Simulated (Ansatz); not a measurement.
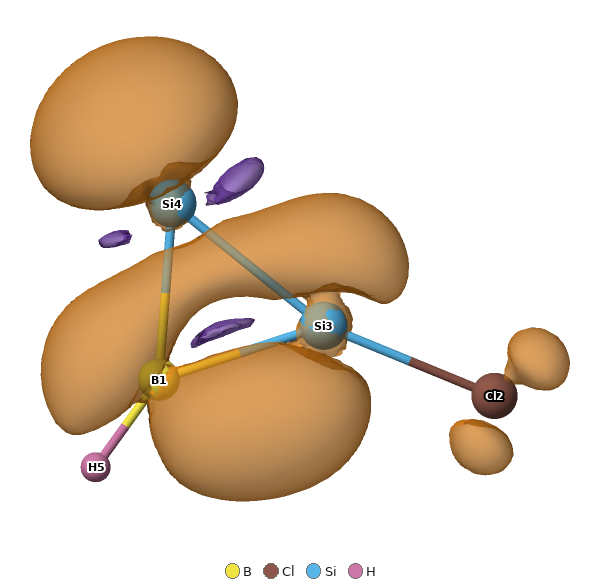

Figure. BClHSi2 (SMILES Cl[Si]1=[Si]B1) (doublet). Isosurfaces of the spin density at +0.015 (orange) and −0.015 e/Å³ (purple), seen across its widest extent.

Geometry: PBE-D3(BJ)/def2-SVP.

The calculation used Ansatz, isolated molecule in a Gaussian basis; Kohn-Sham density functional theory, functional PBE0.

| atom | x (Å) | y (Å) | z (Å) |
| --- | --- | --- | --- |
| B | -0.1959 | -0.6738 | 0.6755 |
| Cl | -1.5324 | -4.1313 | 0.0093 |
| Si | -0.3500 | -2.4373 | -0.1256 |
| Si | 1.1821 | -1.0019 | -0.7038 |
| H | -0.6769 | 0.0744 | 1.4947 |

> Where is the unpaired spin?

The unpaired spin (1 electron) lies mostly on Si4 (about 0.4), Si3 (about 0.3) and B1 (about 0.3), in electrons by Hirshfeld's partition.
